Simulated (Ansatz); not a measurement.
# CH7ClFNSi2 (SMILES N[SiH]([SiH3])C(F)Cl): what the fields show

```xyz
13

N    -1.0349   -1.2579    1.0267
Si   -0.0159    0.0905    0.6665
Si    1.8277   -0.6760   -0.5724
C    -0.8626    1.4333   -0.4281
F    -1.0277    0.9392   -1.7015
Cl   -2.4868    1.8385    0.2720
H    -1.2064   -1.9514    0.3044
H    -1.8762   -1.1040    1.5776
H     0.3538    0.7899    1.9296
H     2.5664    0.4813   -1.1595
H     1.3419   -1.5470   -1.6834
H     2.7646   -1.4634    0.2817
H    -0.3237    2.3923   -0.4987
```

Level of theory: RKS B3LYP-D4/def2-SVP in Ansatz.

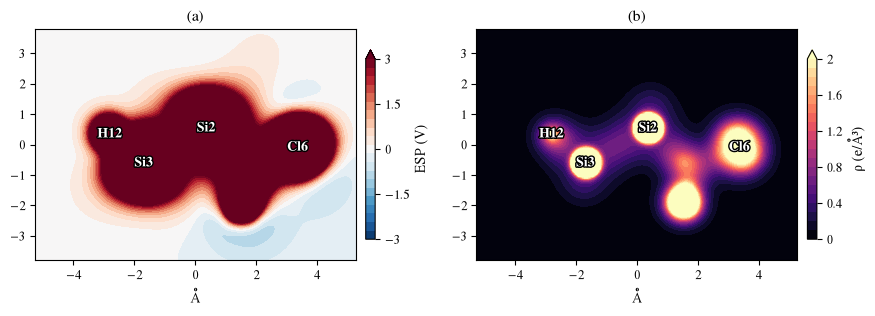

Figure 1. (a) electrostatic potential; (b) electron density on the plane of atoms Si2, Si3 and H12.

Question: Interpret the plot.

Answer:
- Atoms in the plane: Si, Cl and H.
- Si–Si (2.35 Å): the density is about 0.66 e/Å³ at the midpoint.
- Outside the dense part of the molecule the potential is most negative (−0.8 V) near F5, which lies off the plane.

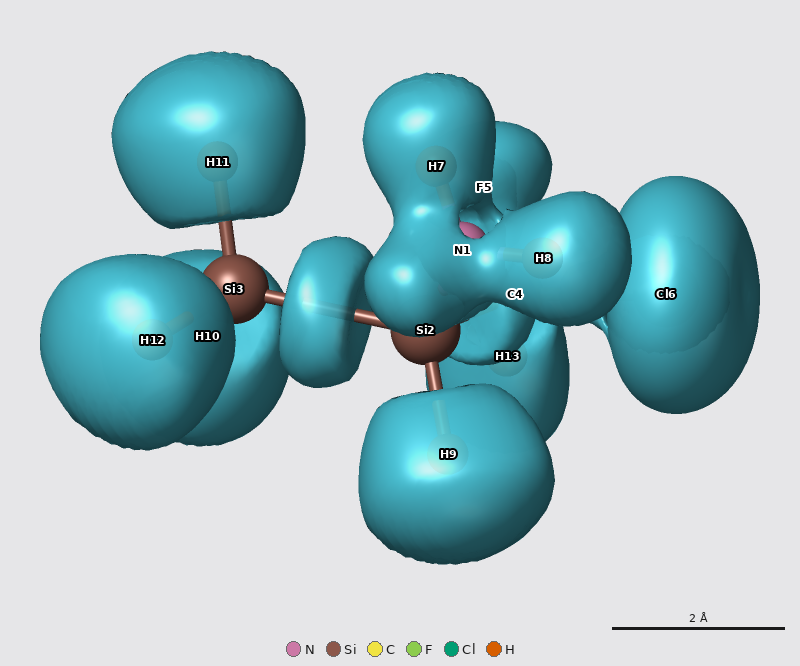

Figure 2. Isosurface of the ELF at 0.75 (cyan), seen from one side. Core shells and regions of very low density are left out.

Question: Identify the bonds, lone pairs and shells in this picture.

Answer: At this value the surface marks out one region between bonded Si–Si atoms (shared pairs), five regions around hydrogen nuclei, one region on Cl in which the atom's valence shell and bonds are merged, one region on F in which the atom's valence shell and bonds are merged and one joined region spread over several atoms (H, N), in which their bonds and any lone pairs are merged.


C–F (1.38 Å): the ELF peaks at about 0.85 between the atoms (a polar covalent bond). Si–N (1.73 Å): the ELF peaks at about 0.90 between the atoms, as expected for a shared but strongly polarised pair.

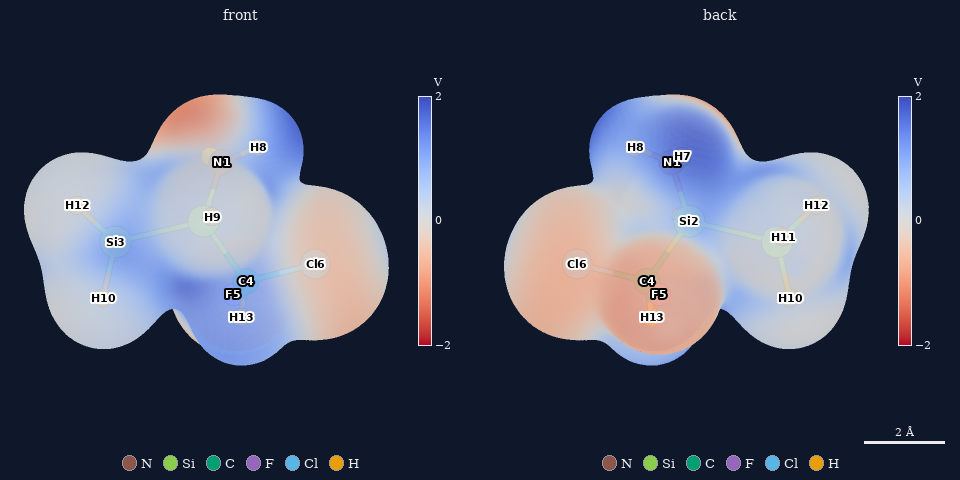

Figure 3. The molecular electrostatic potential painted on the density surface at 0.002 e/bohr³, seen from the front and from behind; the colour scale runs from red (negative) to blue (positive).

Question: Where is the surface potential most negative and most positive?

Answer: The most negative region (about −1.0 V) lies over N1, the most positive (about +1.7 V) over H7 and H8. Cl6 shows a σ-hole: about +0.2 V at the tip opposite its bond, against about −0.3 V on its flanks. N1 is the likeliest acceptor of a hydrogen bond.
